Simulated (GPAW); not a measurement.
## WS2 (P6_3/mmc): refractive index against wavelength

The refractive index of WS2 (P6_3/mmc) along x below the direct gap (1.72 eV on the mesh) is read from one computed spectrum, n = √(Re ε). x, y and z are the Cartesian axes of the input cell.

Cell: a, b, c = 3.180, 3.180, 12.500 Å (primitive vectors), 6 atoms.

Method: GPAW 26.7.0, LDA, RPA, k-mesh 12×12×3, local fields up to 50 eV, Lorentzian half width 0.15 eV.

Launch of the response step: `OMP_NUM_THREADS=1 python df.py`. The run took 18.0 min, its band step included, on 1 thread of Intel(R) Xeon(R) Processor @ 2.50GHz (Skylake/Cascade Lake) (shared host).

| wavelength (nm) | photon energy E (eV) | n |
| --- | --- | --- |
| 3000 | 0.413 | 3.5801 |
| 2000 | 0.620 | 3.6097 |
| 1550 | 0.800 | 3.6475 |
| 1310 | 0.946 | ? |
| 1064 | 1.165 | 3.7696 |

In the single-oscillator model n² − 1 = E₀E_d/(E₀² − E²), so 1/(n² − 1) = E₀/E_d − E²/(E₀E_d) is linear in E².

Working, on the rows shown:

| x = E² (eV²) | y = 1/(n² − 1) |
| --- | --- |
| 0.170801 | 0.084623 |
| 0.384302 | 0.083126 |
| 0.639837 | 0.0812727 |
| 1.35784 | 0.0757009 |

Means: x̄ = 0.6382, ȳ = 0.081181. Σ(x − x̄)(y − ȳ) = -0.006046, Σ(x − x̄)² = 0.8008. Slope = -0.006046 / 0.8008 = -0.00755; intercept = ȳ − slope · x̄ = 0.085999. Turned back into n, the line misses the rows shown by at most 0.0022.

**Question.** Fill in the last column of the withheld row.

**Answer.** At x = 0.89576 the line gives y = 0.079236, that is 3.6906. The run gave 3.6879, so the interpolation is off by 0.0027, 1.4 % of the range in the table.

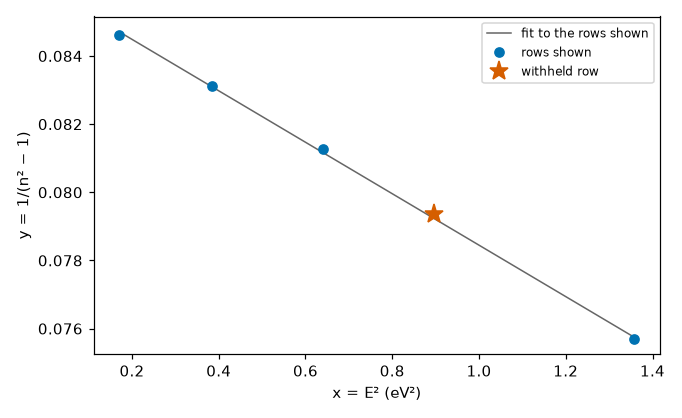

Refitted with all rows, the slope is -0.00752 and the intercept 0.086003. These give E₀ = √(intercept/−slope) = 3.38 eV and E_d = E₀/intercept = 39.3 eV; E₀ is 2.0 times the direct gap. The electronic limit at long wavelengths, without lattice vibrations, is n = √(1 + 1/intercept) = 3.554. The cell comes from an older database entry, whose edges can be off by a per cent or so. Excitons are left out; LDA gaps are as a rule too small. The values come from a sum over the points of one k-mesh and carry its error, which grows as the direct gap shrinks. This version of GPAW has incomplete matrix elements in the optical limit, which can lower ε − 1 by up to a tenth where first-row anions or d states rule. Spin-orbit coupling is left out.
